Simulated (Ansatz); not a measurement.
## How methods differ on InH3Cl− ([InClH3]-)

InH3Cl− has 5 atoms, charge -1, and is taken as a singlet. As SMILES, `[H][In-]([H])([H])[Cl]`. Geometry: a GFN2-xTB relaxation, a rough one for these elements and not checked as a minimum.

| atom | x (Å) | y (Å) | z (Å) |
| --- | --- | --- | --- |
| In | -0.0022 | 0.0006 | -0.1757 |
| Cl | 0.0128 | -0.0204 | 2.1636 |
| H | 1.6208 | 0.0134 | -0.6709 |
| H | -0.8181 | 1.4110 | -0.6459 |
| H | -0.8134 | -1.4046 | -0.6711 |

Each level gives the energy change with the In1–Cl2 bond stretched from 2.339 to 2.924 Å (eV). The values are calculated.

| level | kind | program | value (eV) | less FCI/STO-3G | CPU time (all runs) |
| --- | --- | --- | --- | --- | --- |
| BLYP/STO-3G (restricted) | GGA | Ansatz | 0.67 | -0.18 | 4.4 s |
| revPBE/STO-3G (restricted) | GGA | Ansatz | 0.65 | -0.20 | 4.4 s |
| r2SCAN/STO-3G (restricted) | meta-GGA | Ansatz | 0.81 | -0.04 | 9.9 s |
| PBE0/STO-3G (restricted) | global hybrid | Ansatz | 0.83 | -0.02 | 4.8 s |
| r2SCAN0/STO-3G (restricted) | hybrid meta-GGA | Ansatz | 0.88 | +0.03 | 11 s |
| wB97M-V/STO-3G (restricted) | range-separated hybrid | Ansatz | 0.91 | +0.06 | 57 s |
| BCCD(T)/STO-3G (restricted) | coupled cluster or CI | Ansatz | 0.85 | 0.00 | 1.6 s |
| CCSDT/STO-3G (restricted) | coupled cluster or CI | Ansatz | 0.85 | 0.00 | 2 s |
| FCI/STO-3G | exact in the basis | Ansatz | 0.85 | 0.00 | 19 s |

FCI/STO-3G is exact within its basis and frozen core, so for wave-function methods in that basis the difference is their error; functionals converge differently with the basis, so for them it is only a difference. All-electron rows without a relativistic Hamiltonian named are non-relativistic. Sets without diffuse functions describe the anion poorly. The first shape isn't each level's own minimum. The values span 0.65 to 0.91 eV. All rows use very small basis sets, so none should be taken for the real molecule's value. In the correlated wave-function rows the outer d shell of In is correlated, in sets not made for it. In so small a basis fixed costs decide the times, and correlated methods can beat functionals. CPU times are rough (shared hosts, several kinds of processor and program).

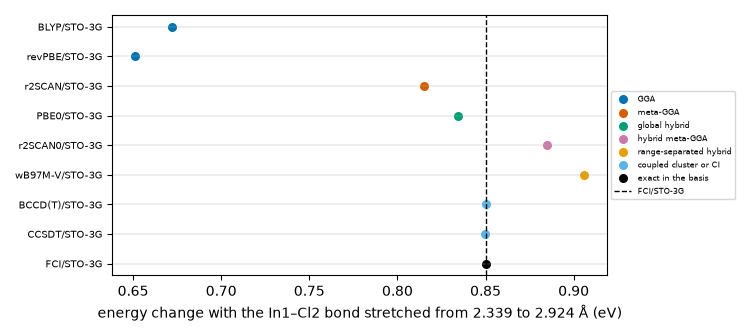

The values of the table, level by level.
